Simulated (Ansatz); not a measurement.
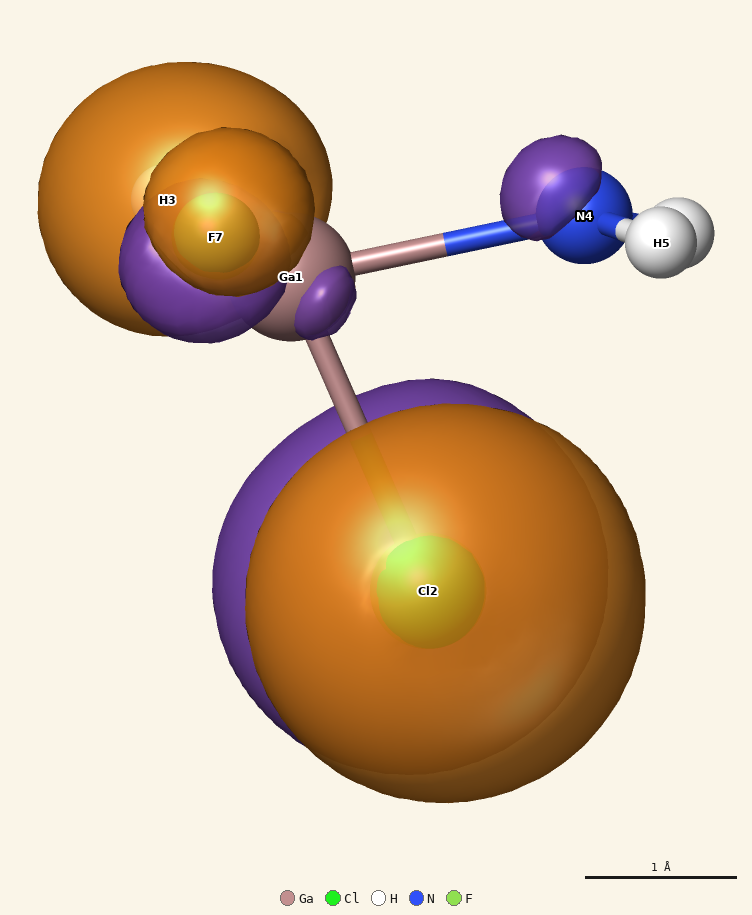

Figure 1: ClFGaH3N (doublet). The HOMO (β) at ±0.08 Å⁻³ᐟ² (orange and purple are the two phases), seen from one side.

These are results of Ansatz 0.2.0, UKS PBE/def2-mTZVP, not measurements.

Input

```
crystal:
  periodic: [false, false, false]
  atoms:
    - { symbol: Ga, position_ang: [0.104059, 0.027056, 0.769528] }
    - { symbol: Cl, position_ang: [-1.111853, 1.507053, 1.916003] }
    - { symbol: H, position_ang: [1.399172, 0.267272, -0.083024] }
    - { symbol: "N", position_ang: [-1.378798, -0.35157, -0.495035] }
    - { symbol: H, position_ang: [-2.344777, -0.083051, -0.221196] }
    - { symbol: H, position_ang: [-1.273029, -0.367745, -1.522858] }
    - { symbol: F, position_ang: [0.032726, -0.999015, 2.206581] }
magnetization:
  spin_polarized: true
  initial_magnetization: 1
basis:
  gaussian: { orbitals: def2-mTZVP }
hamiltonian:
  xc: pbe
relax:
  f_tol: 0.03
  max_steps: 50
output:
  orbitals: {}
```

Run with:

```sh
ansatz run input.yaml --threads 4 --pin off --max-ram 5120MiB --backend cpu --events-out ev --progress --plain --runs-dir out
```

The fields are those of the run's last geometry, not of the input's.

**Where does this orbital lie, and at what energy?**

It lies mainly on Cl2 (about 80 %), Ga1 (about 10 %) and H3 (about 5 %); largely a lone pair of Cl2. Its energy is −7.52 eV.
